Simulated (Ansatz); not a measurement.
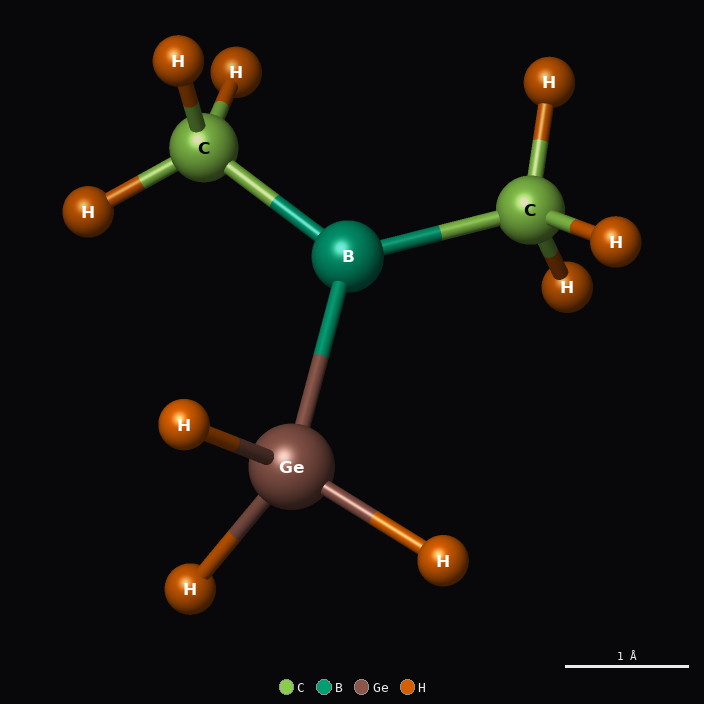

Ball-and-stick drawing of a structure.

The geometry was computed by an optimisation with PBE0-D4/def2-TZVP.

Give the formula.

Answer. C2H9BGe, 13 atoms: 2 carbon, 9 hydrogen, 1 boron and 1 germanium.

Write the SMILES.

Answer. C[B](C)[GeH3]

Count the bonded pairs by element.

Answer. 6 C–H, 3 Ge–H, 2 C–B, 1 B–Ge.

The parts below concern this one geometry. Atoms keep their numbers from picture to picture.

## Shape

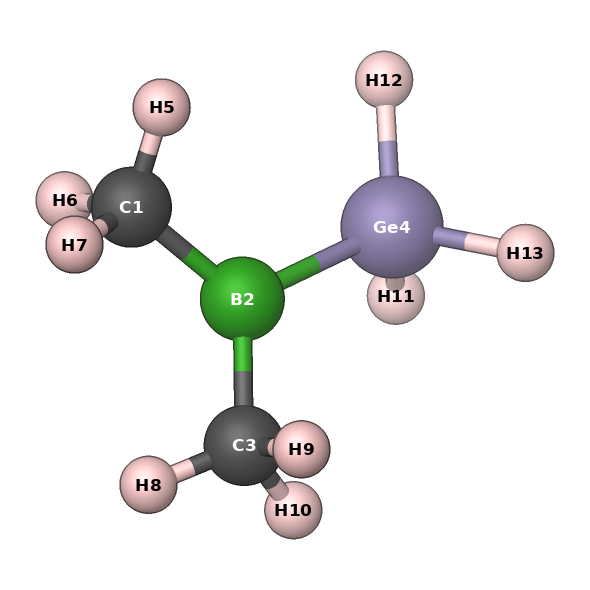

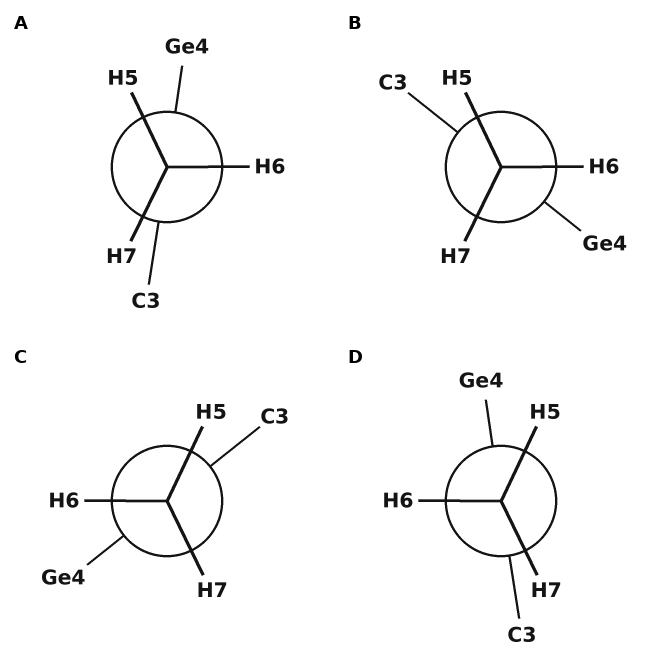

Atoms fade into the background with distance from the viewer. Bonds that would overlap in a projection are set slightly apart.

Which Newman projection shows the view along C1–B2, with C1 in front?

Answer. D. The torsion angle H5–C1–B2–Ge4 is −34°, synclinal (gauche).

## Levels of theory compared

Program: Ansatz 0.2.0.

Compare HOMO energy (eV) at these levels: B3LYP-D4/def2-TZVPP; B97M-V/def2-TZVPP; BHLYP-D4/def2-TZVPP; BLYP-D4/def2-TZVPP; HSE06-D4/def2-TZVPP; PBE-D4/def2-TZVPP; SPW92 (LDA)/def2-TZVPP; r2SCAN0-D4/def2-TZVPP; r2SCANh-D4/def2-TZVPP; ωB97M-V/def2-QZVPP; ωB97M-V/def2-SVP; ωB97M-V/def2-TZVPP.

| level | HOMO energy (eV) |
| --- | --- |
| B3LYP-D4/def2-TZVPP | −7.36 |
| B97M-V/def2-TZVPP | −6.70 |
| BHLYP-D4/def2-TZVPP | −8.63 |
| BLYP-D4/def2-TZVPP | −6.27 |
| HSE06-D4/def2-TZVPP | −7.13 |
| PBE-D4/def2-TZVPP | −6.37 |
| SPW92 (LDA)/def2-TZVPP | −6.46 |
| r2SCAN0-D4/def2-TZVPP | −7.69 |
| r2SCANh-D4/def2-TZVPP | −7.04 |
| ωB97M-V/def2-QZVPP | −9.67 |
| ωB97M-V/def2-SVP | −9.60 |
| ωB97M-V/def2-TZVPP | −9.66 |

## Dipole moment

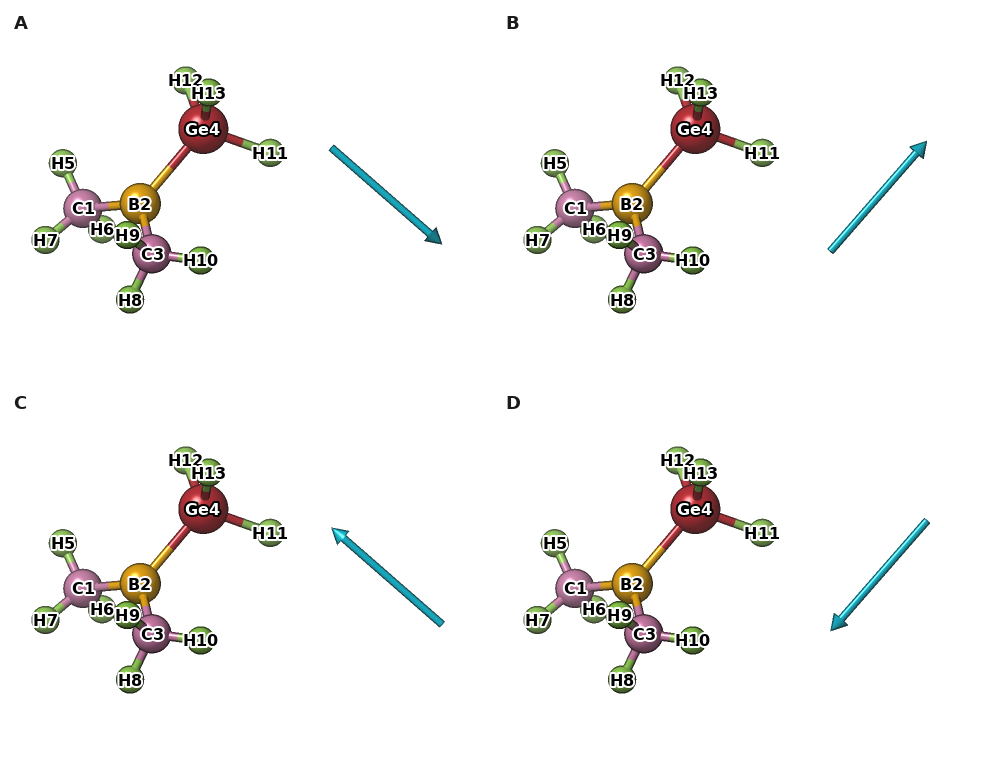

The same molecule four times, each with an arrow. Level of theory: RKS PBE0-D4/def2-TZVP (Ansatz 0.2.0).

Which arrow points along the dipole moment, from the negative to the positive end?

Answer. D. The dipole moment is 1.59 D; it points from the side of H11, H12, H13 to the side of H7, H8 (the outermost atoms at the two ends).

## Charges

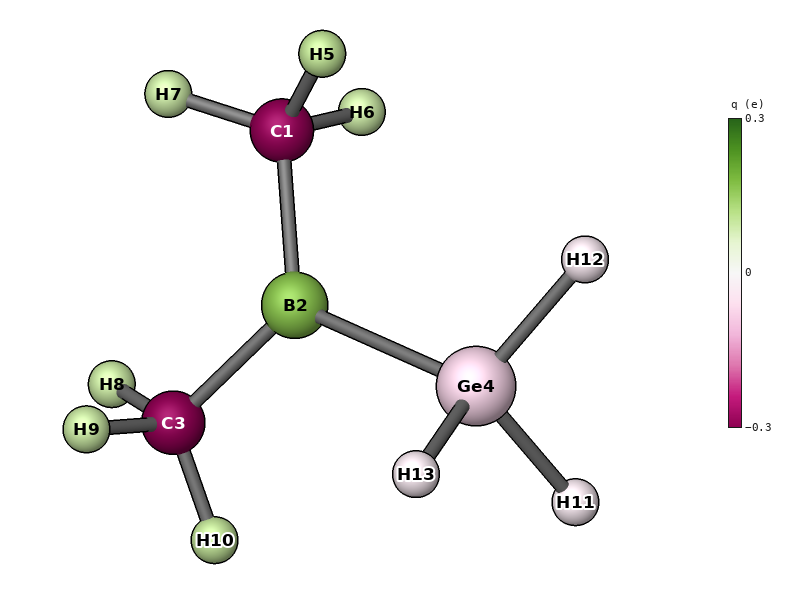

Atoms are coloured by their Mulliken charges. Level of theory: RKS B3LYP-D4/def2-TZVPP (Ansatz 0.2.0).

Which atom carries the highest charge (most positive or least negative)?

Answer. B2 (0.17 e).

And the lowest?

Answer. C3 (−0.30 e).

List the Mulliken charges.

```tsv
atom	value (e)
C1	−0.29
B2	0.17
C3	−0.30
Ge4	−0.07
H5	0.10
H6	0.09
H7	0.09
H8	0.09
H9	0.09
H10	0.10
H11	−0.03
H12	−0.03
H13	−0.03
```

Mulliken values depend strongly on the basis set and can even reverse the polarity of a bond.
